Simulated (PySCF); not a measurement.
C7H7O: EPR calculation

- system: C7H7O, multiplicity 2, SMILES [CH2]C(=C)c1ccco1
- method: UKS B3LYP, pcH-1 on C H O, non-relativistic, mean-field spin-orbit, GIAO (PySCF 2.14.0)

It belongs to a series of runs on one base structure; here: X = H replaced by 2-furyl.

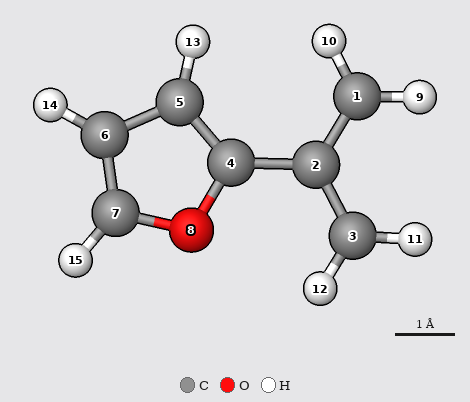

Fig. 1: The structure (ball-and-stick view, seen at a tilt; atoms are numbered from 1 in the order of the input).

Input file:
```
{"job": {"kind": "epr", "basis": "pcH-1"}, "charge": 0, "multiplicity": 2}
C     -1.872186    -0.226825     1.240524
C     -1.179469     0.370317     0.204717
C     -1.752391     1.345642    -0.589151
C      0.199585    -0.033969    -0.067018
C      1.016501    -0.956121     0.536278
C      2.246759    -0.915937    -0.156861
C      2.094637     0.023400    -1.129449
O      0.867577     0.559371    -1.083656
H     -2.885737     0.061664     1.449400
H     -1.431310    -0.983858     1.858976
H     -2.763431     1.666718    -0.418201
H     -1.206054     1.803973    -1.391619
H      0.780715    -1.587622     1.367744
H      3.118775    -1.504380     0.043173
H      2.761615     0.385617    -1.886771
```

The first line tells a small driver script what to run in PySCF; the rest is the geometry in Å.

Launch command:
```bash
OMP_NUM_THREADS=1 python <driver script> task.json out
```

Log:
```
UKS, coarse grid
  cycle   1  E = -346.05147945  |g| = 3.85e-01
  cycle   2  E = -346.02539737  |g| = 4.87e-01
  cycle   3  E = -346.11543293  |g| = 8.05e-02
  cycle   4  E = -346.11746652  |g| = 3.87e-02
  cycle   5  E = -346.11808069  |g| = 1.69e-02
  cycle   6  E = -346.11824630  |g| = 6.07e-03
  cycle   7  E = -346.11829026  |g| = 2.23e-03
  cycle   8  E = -346.11829791  |g| = 1.85e-03
  cycle   9  E = -346.11830077  |g| = 5.60e-04
UKS, final grid
  cycle   1  E = -346.11824193  |g| = 8.06e-04
  cycle   2  E = -346.11824138  |g| = 1.46e-03
  cycle   3  E = -346.11824245  |g| = 1.47e-04
  cycle   4  E = -346.11824252  |g| = 1.51e-04
  cycle   5  E = -346.11824256  |g| = 6.17e-05
  cycle   6  E = -346.11824256  |g| = 1.62e-05
E = -346.11824256 Eh   <S^2> = 0.7875 (exact 0.7500)
g shifts (ppm)      1          2          3
  rmc          -135       -135       -135
  gc              3         32         30
  oz_so           7        559        623
  total        -126        456        519
hyperfine (MHz)  atom isotope    a_iso     a_fc   dipolar eigenvalues
    0   13C      57.62      57.62    -54.74    -53.08    107.82
    1   13C     -50.02     -50.02    -28.51     11.67     16.84
    2   13C      55.25      55.25    -52.34    -50.74    103.08
    3   13C      10.65      10.65     -3.54     -2.62      6.16
    4   13C      -5.40      -5.40     -8.74      3.80      4.94
    5   13C       3.36       3.36     -1.30     -0.65      1.95
    6   13C      -3.33      -3.33     -6.83      3.08      3.75
    7   17O       0.65       0.65     -1.10     -0.17      1.27
    8    1H     -42.48     -42.48    -22.92     -1.86     24.78
    9    1H     -43.99     -43.99    -26.95     -0.33     27.28
   10    1H     -40.53     -40.53    -21.74     -1.98     23.72
   11    1H     -42.83     -42.83    -25.57     -0.53     26.11
   12    1H       3.43       3.43     -3.52     -1.63      5.15
   13    1H      -0.90      -0.90     -0.82     -0.16      0.99
   14    1H       2.77       2.77     -1.32     -0.56      1.88
```

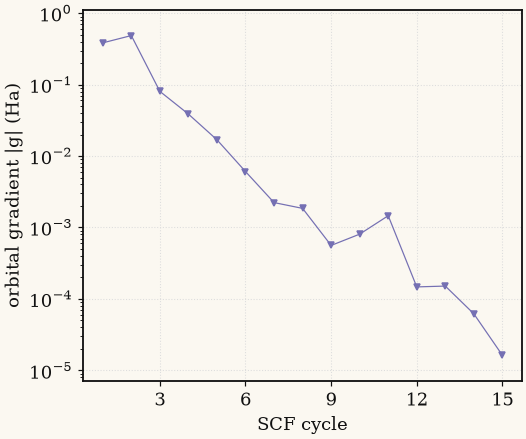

Fig. 2: Convergence of the self-consistent field: orbital gradient |g| against the SCF cycle. All cycles printed in the log are drawn one after another.

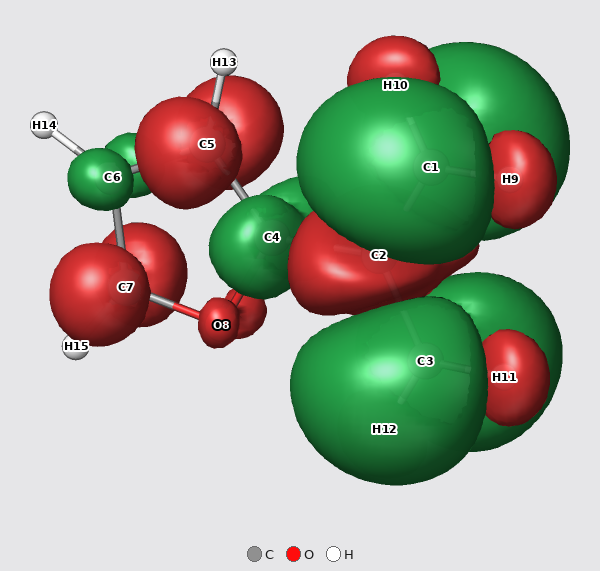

Fig. 3: Isosurfaces of the spin density at +0.005 (green) and −0.005 e/Å³ (red), seen at a tilt. The unpaired spin (1 electron) lies mostly on C1 (about 0.5) and C3 (about 0.5), in electrons by Hirshfeld's partition.

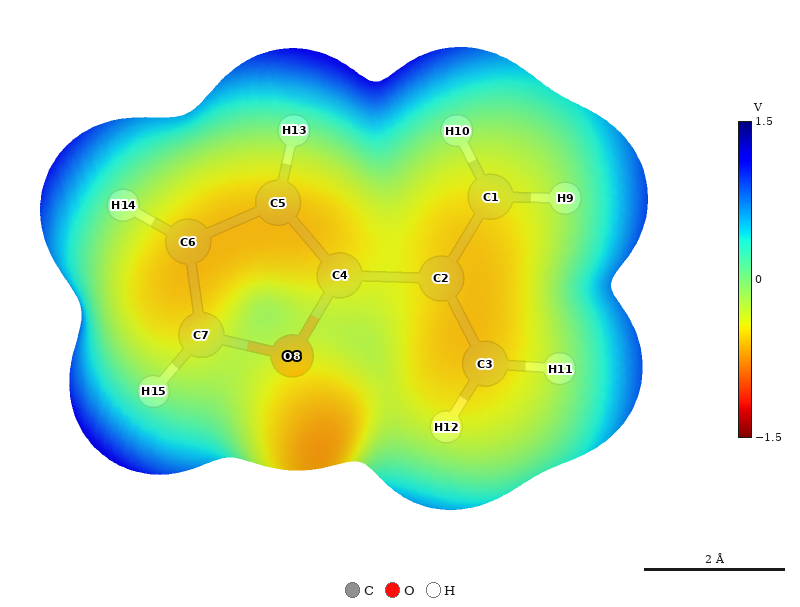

Fig. 4: The molecular electrostatic potential painted on the density surface at 0.002 e/bohr³, seen face on; the colour scale runs from red (negative) to blue (positive).

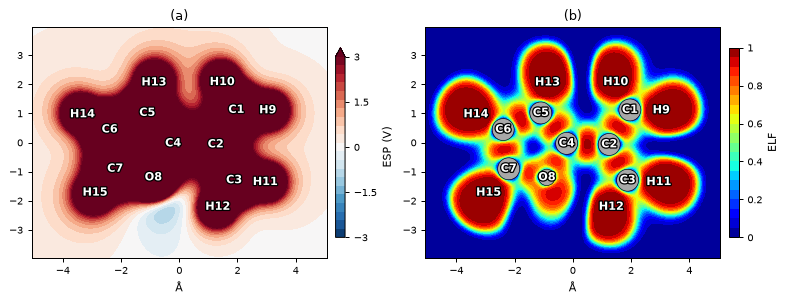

Fig. 5: (a) molecular electrostatic potential; (b) electron localisation function on the molecular plane. Grey discs, where drawn, cover atomic cores. Atoms in the plane: C, O and H. C–C (1.36 Å): the ELF peaks at about 0.95 between the atoms (a covalent bond). C–C (1.41 Å): the ELF peaks at about 0.95 between the atoms, as expected for localised, shared-pair bonding. C–C (1.46 Å): the ELF peaks at about 0.95 between the atoms, which marks localised, shared-pair bonding.

Key numbers:

- outcome: converged
- total energy: −346.118243 hartree
- ⟨S²⟩: 0.787
- isotropic g: 2.0026
- hardware: 1 CPU thread, shared host
- wall time: 67 s
- peak memory: 0.98 GiB
